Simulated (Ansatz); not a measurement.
# AlClFH$_{3}$···HF: what the fields show

Input file:

```
crystal:
  periodic: [false, false, false]
  atoms:
    - { symbol: Al, position_ang: [-1.302924, -0.807546, -0.857877] }
    - { symbol: Cl, position_ang: [1.608689, 1.127425, -1.272978] }
    - { symbol: H, position_ang: [-0.762127, -2.090599, -1.623334] }
    - { symbol: H, position_ang: [-2.313296, 0.309647, -1.363533] }
    - { symbol: H, position_ang: [0.612736, 0.26411, 2.071454] }
    - { symbol: F, position_ang: [-0.877145, -0.716272, 0.836285] }
    - { symbol: H, position_ang: [1.678972, 1.116362, 0.043149] }
    - { symbol: F, position_ang: [1.355196, 0.796973, 2.166933] }
basis:
  gaussian: { orbitals: def2-SVP }
hamiltonian:
  xc: revpbe
  dispersion: d4
relax:
  f_tol: 0.03
  max_steps: 50
output:
  orbitals: {}
```

Command:

```sh
ansatz run input.yaml --threads 2 --pin off --max-ram 3072MiB --backend cpu --events-out ev --progress --plain --runs-dir out
```

The fields are those of the relaxed geometry.

The calculation used Ansatz 0.2.0, RKS revPBE-D4/def2-SVP.

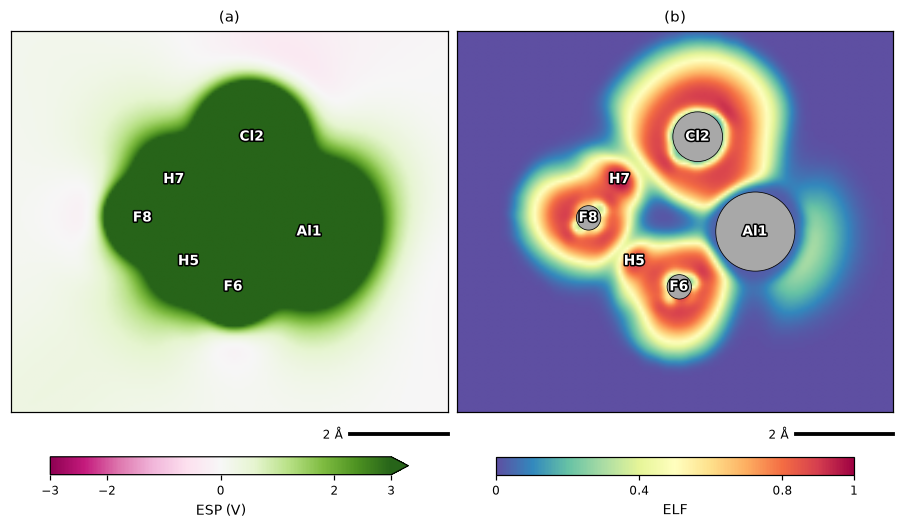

Figure 1. (a) molecular electrostatic potential; (b) ELF on the plane of atoms Cl2, Al1 and F6. Grey discs cover the atomic cores in the ELF map.

### What does the map show?

The section cuts through Al, Cl, H and F sites. F8···H5 (1.30 Å): the ELF peaks at about 0.85 between the atoms. Al–F (1.93 Å): the ELF peaks at about 0.90 in the valence shell of F, 0.6 Å from its nucleus, and is about 0.30 at the midpoint. Al–Cl (2.27 Å): the ELF peaks at about 0.90 in the valence shell of Cl, 0.9 Å from its nucleus, and is about 0.80 at the midpoint. F–H (1.02 Å): the ELF climbs to about 0.95 towards the hydrogen, as it does in any bond to H. The ELF also peaks beside F6, F8 and Cl2, away from the bonds: lone-pair regions. Outside the dense part of the complex the potential is most negative (−0.3 V) near Cl2.

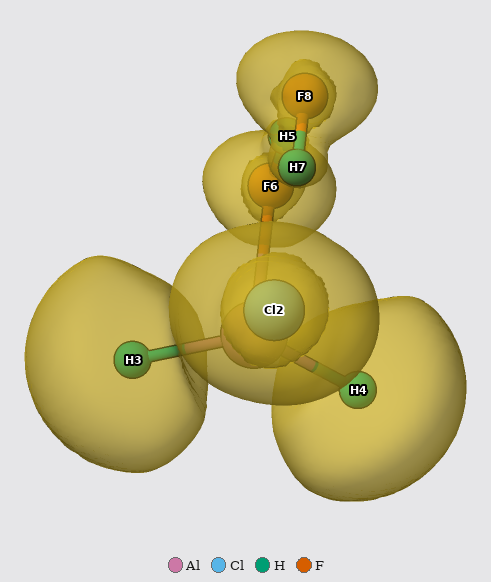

Figure 2. Isosurface of the ELF at 0.75 (yellow), seen at an oblique angle. Core shells and regions of very low density are left out.

### Describe the localisation domains.

At this value the surface marks out two regions around hydrogen nuclei, one region on Cl in which the atom's valence shell and bonds are merged and two joined regions spread over several atoms (F, H), in which their bonds and any lone pairs are merged.

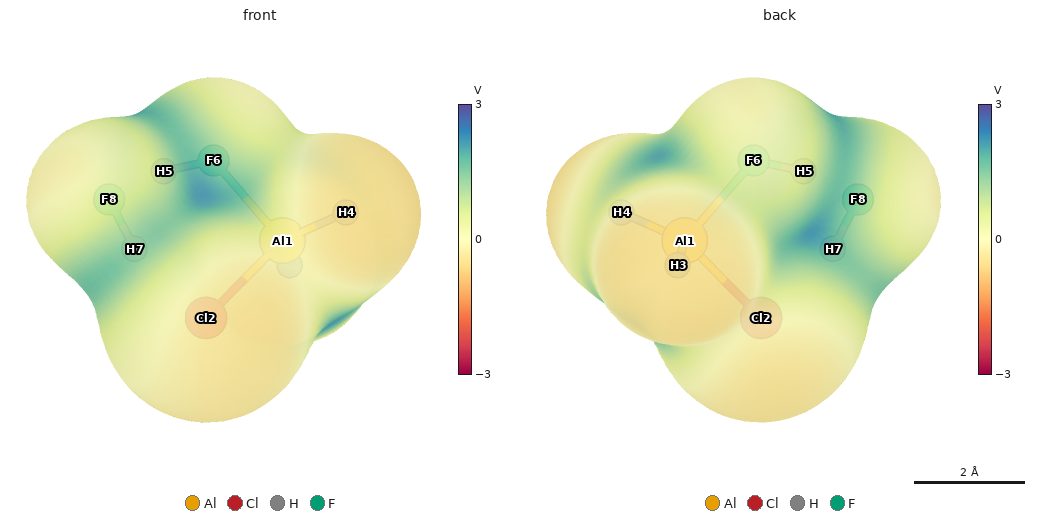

Figure 3. The electrostatic potential painted on the density surface at 0.002 e/bohr³, seen from the front and from behind; red is negative and blue positive.

### Describe the electrostatic potential map.

The most negative region (about −0.5 V, or −12 kcal/mol for a unit charge) lies over H3 and H4, the most positive (about +2.1 V, or +48 kcal/mol for a unit charge) over Al1, H5 and F8.
